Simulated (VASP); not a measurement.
Band structure of HfNb (space group R-3m). Computed with PBE GGA, VASP's PBE PAW potentials (set 64) (plane waves; VASP 6.6.1).

Unless said otherwise, spin-orbit coupling is left out, though it shifts the bands of the heavy elements here.

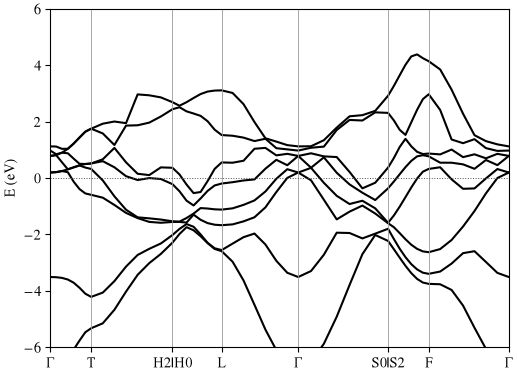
Fig. 1. Bands along high-symmetry lines, zero at the valence-band maximum or, without a gap, the Fermi level

Q: Read the plot: is there a gap, and where are the band edges?

A: It has no gap at this level: it comes out as a metal or semimetal.

The structure was generated: HfNb was put into an ordered model structure, which need not be its known phase. The cell was not relaxed at this level. The electron count is odd and the run is not spin-polarised, which forces a metal.
